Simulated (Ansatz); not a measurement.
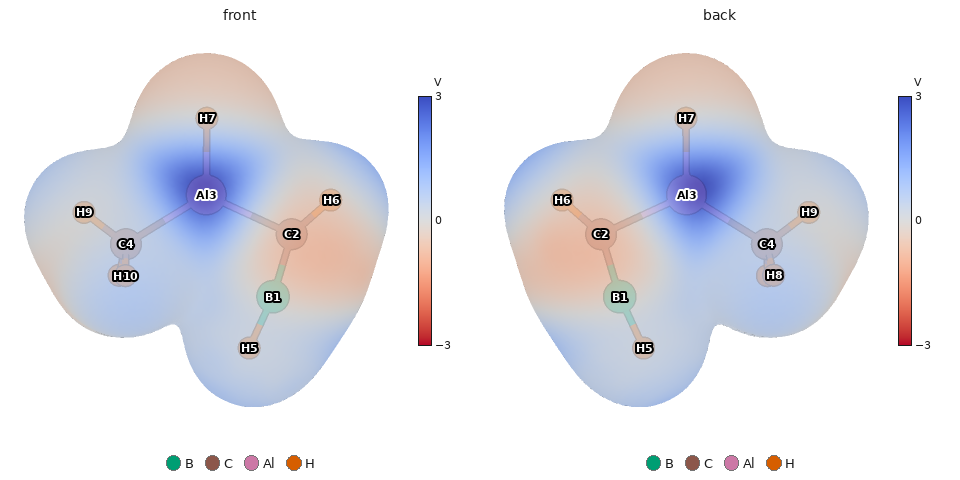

*C2H6AlB. The molecular electrostatic potential painted on the density surface at 0.002 e/bohr³, seen from the front and from behind; red is negative and blue positive.*

Geometry: PBE0-D4/def2-TZVP.

The calculation used RKS PBE0-D4/def2-TZVPP (Ansatz 0.2.0).

The calculation's input:

```
crystal:
  periodic: [false, false, false]
  atoms:
    - {symbol: B, position_ang: [-1.588767, -0.943675, -0.440716]}
    - {symbol: C, position_ang: [-1.248983, -1.122774, 0.852961]}
    - {symbol: Al, position_ang: [0.368103, -0.024921, 0.865159]}
    - {symbol: C, position_ang: [1.044175, 0.935533, -0.699626]}
    - {symbol: H, position_ang: [-1.746297, -0.689909, -1.577780]}
    - {symbol: H, position_ang: [-1.478403, -1.580635, 1.799462]}
    - {symbol: H, position_ang: [1.108029, 0.030836, 2.268840]}
    - {symbol: H, position_ang: [1.269338, 0.253662, -1.525576]}
    - {symbol: H, position_ang: [1.959792, 1.484635, -0.465762]}
    - {symbol: H, position_ang: [0.313024, 1.657257, -1.076982]}
basis:
  gaussian: {orbitals: def2-TZVPP}
hamiltonian: {xc: pbe0, dispersion: d4}
output: {orbitals: {seedname: orbitals}}
```

Run with:

```sh
ansatz run in.yaml --threads 2 --pin off --events-out ev --progress --plain --max-ram 4352MiB
```

> Where is the surface potential most negative and most positive?

The most negative region (about −0.8 V) lies over the π face of C2, the most positive (about +2.9 V) over Al3.
